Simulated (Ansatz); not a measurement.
**BSSb (SMILES [S][B][Sb]) (triplet): density, localisation and related maps**

```json
{"atom": "B", "x (Å)": "0.0000", "y (Å)": "0.0000", "z (Å)": "-0.1793"}
{"atom": "S", "x (Å)": "0.0000", "y (Å)": "0.0000", "z (Å)": "-1.8223"}
{"atom": "Sb", "x (Å)": "0.0000", "y (Å)": "0.0000", "z (Å)": "2.0016"}
```

Geometry: BLYP-D3(BJ)/def2-SVP; core potentials replace the inner electrons of Sb.

Method: isolated molecule in a Gaussian basis; Kohn-Sham density functional theory, functional PBE0 (Ansatz 0.2.0).

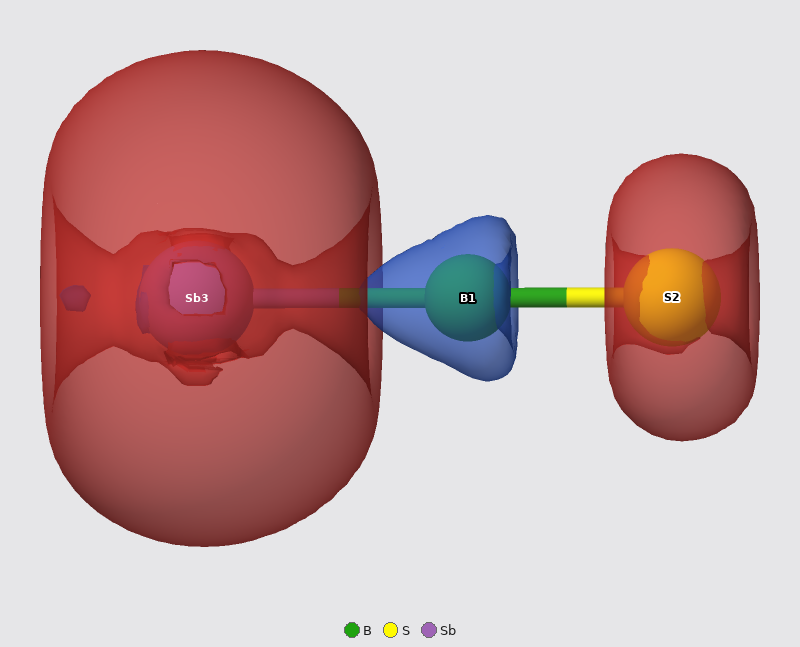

Figure 1. Isosurfaces of the spin density at +0.02 (red) and −0.02 e/Å³ (blue), seen from one side.

Question: Which atoms carry the spin?

Answer: The unpaired spin (2 electrons) lies mostly on Sb3 (about 1.7) and S2 (about 0.2), in electrons by Hirshfeld's partition.

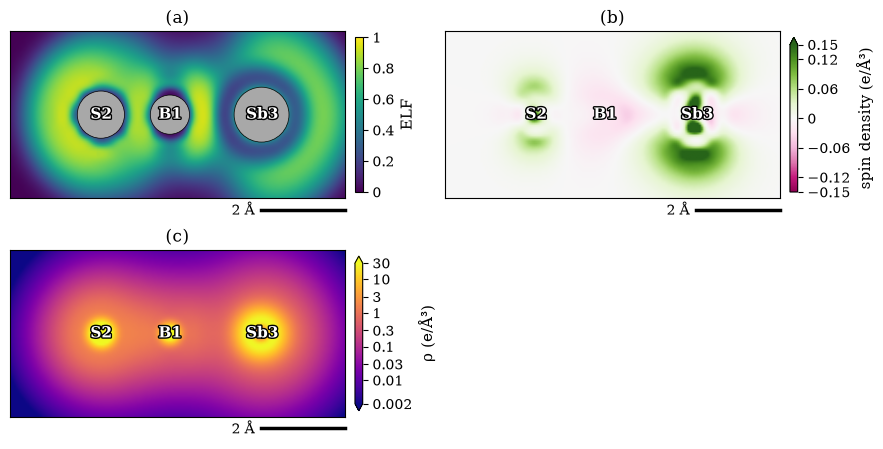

Figure 2. (a) ELF; (b) spin density; (c) electron density on a plane that holds the molecular axis. Grey discs cover the atomic cores in the ELF map.

Question: Describe what can be read from this map.

Answer:
- Atoms in the plane: B, S and Sb.
- B–S (1.64 Å): ρ is about 1.5 e/Å³ halfway; the ELF peaks at about 0.90 between the atoms; a covalent bond.
- B–Sb (2.18 Å): ρ at the midpoint is about 0.71 e/Å³; the ELF peaks at about 0.95 in the valence shell of B, 0.8 Å from its nucleus, and drops to about 0.20 between the two atoms.
- The ELF also peaks beside S2 and Sb3, away from the bonds: non-bonding electrons, paired or unpaired.

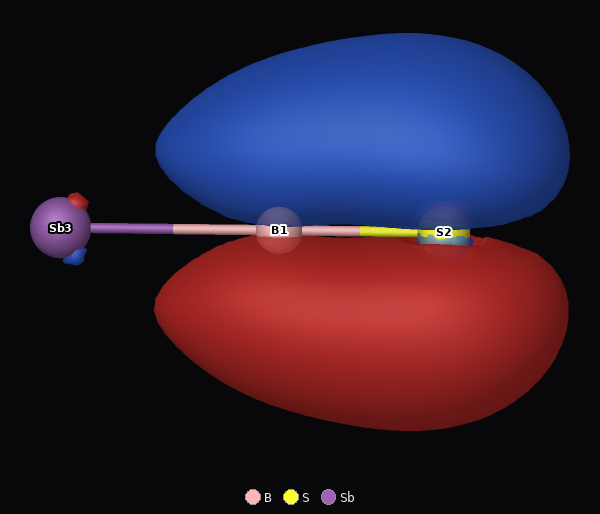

Figure 3. The HOMO (β) at ±0.08 Å⁻³ᐟ² (blue and red are the two phases), seen from one side.

Question: Describe this orbital and give its energy.

Answer: It lies mainly on S2 (about 70 %) and B1 (about 30 %); π-bonding across S2–B1. It is one of a degenerate set, so its orientation is arbitrary. Its energy is −8.17 eV.
